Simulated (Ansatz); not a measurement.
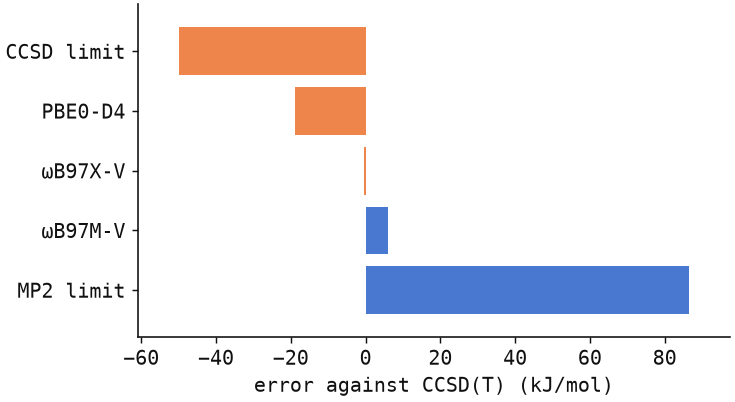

Error in the electronic atomisation energy (method less reference, so positive means overbinding) of CH₅AlBFO, SMILES [CH3][Al]([F])[BH]O, singlet: functionals in def2-TZVPP against frozen-core CCSD(T) at the limit (MP2 extrapolated from triple and quadruple zeta, plus CCSD(T) less MP2 in a smaller set), which gives 3789.7 kJ/mol, at a PBE0-D4/def2-TZVP geometry (no frequency check), no zero-point or spin-orbit term, the Ansatz code. The reference leaves out core correlation, a term that grows with the number of heavy atoms. Limit means the basis limit.

**Which of these levels overbind, and which underbind?**

Overbind: MP2 limit. Underbind: CCSD limit. Within 25 kJ/mol of zero, too close to call in view of what the reference leaves out: PBE0-D4, ωB97X-V and ωB97M-V.

**Give the values.**

```tsv
level	kJ/mol
CCSD limit	−49.9
PBE0-D4	−18.9
ωB97X-V	−0.5
ωB97M-V	6.0
MP2 limit	86.5
```

Caveats, for all or some of the runs: one conformer of a flexible molecule.
